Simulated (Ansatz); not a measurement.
# Frequency calculation of SiH3Cl2O

- system: SiH3Cl2O, multiplicity 2
- method: UKS BHLYP-D4/def2-SVP (Ansatz 0.2.0)

It belongs to a series of runs on one base structure; here: vibrations at the highest image of the band. Figures and captions count atoms from 1; the log counts them from 0 in places.

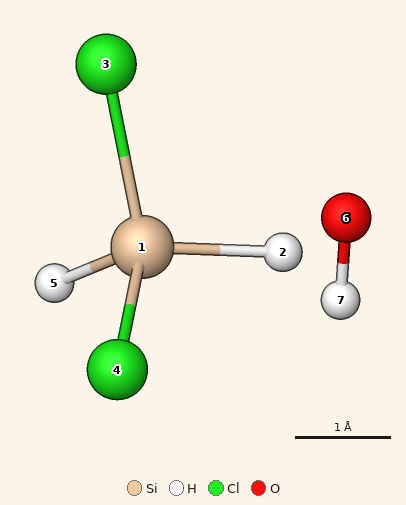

**Figure 1.** The input geometry (ball-and-stick view, seen at a tilt; atoms are numbered from 1 in the order of the input). Bond lengths as drawn: Cl–Si 2.04 to 2.05 Å, H–O 0.97 Å and H–Si 1.47 to 1.56 Å.

## The input
```yaml
crystal:
  periodic: [false, false, false]
  atoms:
    - { symbol: Si, position_ang: [-0.022449, 0.069657, 0.144934] }
    - { symbol: H, position_ang: [0.021891, 0.365436, 1.675415] }
    - { symbol: Cl, position_ang: [1.908007, 0.035625, -0.528463] }
    - { symbol: Cl, position_ang: [-1.093595, 1.53366, -0.818203] }
    - { symbol: H, position_ang: [-0.658701, -1.22761, -0.122249] }
    - { symbol: O, position_ang: [0.283585, -0.398327, 2.825235] }
    - { symbol: H, position_ang: [-0.635437, -0.632839, 3.005633] }
magnetization:
  spin_polarized: true
  initial_magnetization: 1
basis:
  gaussian: { orbitals: def2-SVP }
hamiltonian:
  xc: { name: BHLYP }
  dispersion: d4
phonons: {}
```

Hardware: 2 threads of Arm Neoverse V1, 24 GiB of memory available, shared host.

Launched with:
```bash
ansatz run input.yaml --threads 2 --pin off --max-ram 3072MiB --backend cpu --events-out ev --progress --plain --runs-dir out
```

## The program's output
```
Engine: ansatz 0.2.0, aarch64-unknown-linux-gnu
Functional definition: BHLYP
  parameter a = 0.5
  exchange = (1 - a)*b88_x + a*exact_x
  correlation = lyp_c
825 factors; integrals over basis functions are off by at most 3.2e-4 eV
mean field evaluation 1: about -35000.7319 eV, gradient 3.2e1 eV
mean field evaluation 2: about -34994.0824 eV, gradient 5.3e1 eV
mean field evaluation 4: about -35005.6765 eV, gradient 2.1e0 eV
mean field evaluation 8: about -35005.7317 eV, gradient 1.1e-1 eV
mean field evaluation 16: about -35005.7319 eV, gradient 9.9e-4 eV
mean field -35005.73191485 eV, -1286.4369201335 hartree, gradient 4.2e-5 eV, S^2 0.762122; 2 other end points of the search recorded, 0 dependent functions left out
the calculation of the forces begins
reference -35005.73206690 eV, -1286.4369257210 hartree; 30, 29 occupied and 53, 54 virtual orbitals, 825 factors
these checks for a lower state are left out or cut short: stability, starts, cluster_reference, orbital_swaps, neighbouring_geometries, increment
825 factors; integrals over basis functions are off by at most 3.2e-4 eV
mean field evaluation 32: about -35005.7318 eV, gradient 2.4e-6 eV
mean field -35005.73181634 eV, -1286.4369165133 hartree, gradient 2.4e-6 eV, S^2 0.762122; 0 other end points of the search recorded, 0 dependent functions left out
[... from here on the field's lines of each further geometry are left out, up to the last ...]
the calculation of the forces begins
reference -35005.73206681 eV, -1286.4369257179 hartree; 30, 29 occupied and 53, 54 virtual orbitals, 825 factors
these checks for a lower state are left out or cut short: stability, starts, cluster_reference, orbital_swaps, neighbouring_geometries, increment
825 factors; integrals over basis functions are off by at most 3.2e-4 eV
mean field -35005.73189223 eV, -1286.4369193021 hartree, gradient 2.9e-6 eV, S^2 0.762122; 0 other end points of the search recorded, 0 dependent functions left out
the calculation of the forces begins
reference -35005.73204424 eV, -1286.4369248886 hartree; 30, 29 occupied and 53, 54 virtual orbitals, 825 factors
WARN: phonons: modes at or below zero, which the zero-point energy, F, S and C_V leave out: 1, the lowest at -1143.86 cm⁻¹. A minimum has none, and a first-order saddle one
Total energy: -35005.94928244 eV, -1286.4449082452 hartree
Atom 0 at    -0.022449     0.069657     0.144934 Å, force     0.001217     0.001643    -0.002719 eV/Å
Atom 1 at     0.021891     0.365436     1.675415 Å, force    -0.000878     0.001599     0.003695 eV/Å
Atom 2 at     1.908007     0.035625    -0.528463 Å, force    -0.000657     0.000227     0.000023 eV/Å
Atom 3 at    -1.093595     1.533660    -0.818203 Å, force     0.000812    -0.000398    -0.000350 eV/Å
Atom 4 at    -0.658701    -1.227610    -0.122249 Å, force    -0.001400    -0.002402    -0.000745 eV/Å
Atom 5 at     0.283585    -0.398327     2.825235 Å, force     0.000568    -0.000664     0.000195 eV/Å
Atom 6 at    -0.635437    -0.632839     3.005633 Å, force     0.000338    -0.000005    -0.000098 eV/Å
Dipole moment:    -0.413282    -0.184879     0.093022 e Å
Vibrations: -1143.86 40.27 110.42 176.51 202.98 271.12 541.18 602.48 632.68 820.91 840.50 1107.87 1474.96 2351.67 3880.51 cm⁻¹, zero-point energy 0.809247 eV
```

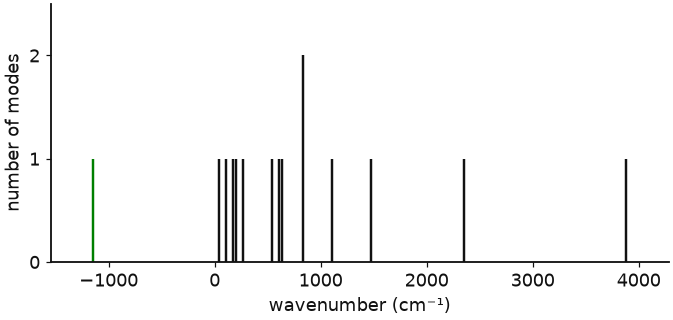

**Figure 2.** Harmonic vibrational wavenumbers from the force constants; neighbouring modes closer than 23 cm⁻¹ are counted in one stick, and imaginary ones are drawn at negative wavenumbers. 15 modes from 1144i to 3881 cm⁻¹, 1 imaginary beyond 8i (1144i cm⁻¹): a first-order saddle point, if the geometry is stationary.

## Summary

```tsv
quantity	value
outcome	converged
total energy	−35005.9493 eV
mean-field energy	−35005.7321 eV
⟨S²⟩	0.762
largest force (length of the vector)	0.004 eV/Å
wall time	71 s (CPU time 2.3 min)
peak memory	0.24 GiB
```
